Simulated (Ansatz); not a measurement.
Dissociation curve of BrMg (cation, charge +1), lowest singlet found (which spin is the ground state isn't settled by this scan).

Levels: RKS-PBE0 = restricted PBE0/cc-pVDZ run with Ansatz (a first-principles code); RKS-PBE = restricted PBE/cc-pVDZ (Ansatz); RKS-BLYP = restricted BLYP/cc-pVDZ (Ansatz); UKS-PBE0 = unrestricted PBE0/cc-pVDZ run with Ansatz; UKS-PBE = unrestricted PBE/cc-pVDZ (Ansatz); UKS-BLYP = unrestricted BLYP/cc-pVDZ run with Ansatz; FCI = Ansatz with full CI/cc-pVDZ, cores with 3d frozen.

Cost and accuracy over the 14 points of the scan, with FCI as yardstick. Costs are rough ratios of core time within Ansatz on shared cores, each with its mean field (Kohn-Sham runs search longer for lower solutions than correlated ones do); the miss is the largest error against full CI of the curve after the mean shift, in mEh.

Question: Which is the cheapest of these levels that stays within 4.9 mEh of FCI?

Answer: RKS-BLYP.

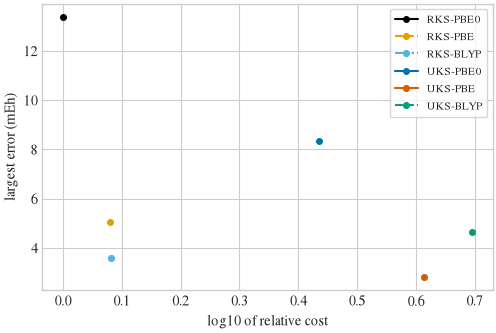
Figure: Miss against cost, one point a level.

| level | relative cost | largest error |
|---|---|---|
| RKS-PBE0 | 1 | 13.4 |
| RKS-PBE | 1 | 5.1 |
| RKS-BLYP | 1 | 3.6 |
| UKS-PBE0 | 3 | 8.4 |
| UKS-PBE | 4 | 2.8 |
| UKS-BLYP | 5 | 4.7 |

Costs within a factor of two of each other count as equal.

The scan ran from 1.88 to 8.90 Å; beyond the distances shown full CI changes its symmetry label. The restricted form behind RKS-PBE0, RKS-PBE, RKS-BLYP keeps the bonding electrons paired and can't separate into open-shell fragments. The unrestricted determinant behind UKS-PBE0 is spin-contaminated at 3.09 to 3.50 Å (<S²> up to 0.9, against 0.00 for a pure singlet). The unrestricted determinant behind UKS-PBE is spin-contaminated at 2.96 to 3.50 Å (<S²> up to 0.6, against 0.00 for a pure singlet). The unrestricted determinant behind UKS-BLYP is spin-contaminated at 2.85 to 3.50 Å (<S²> up to 0.5, against 0.00 for a pure singlet).
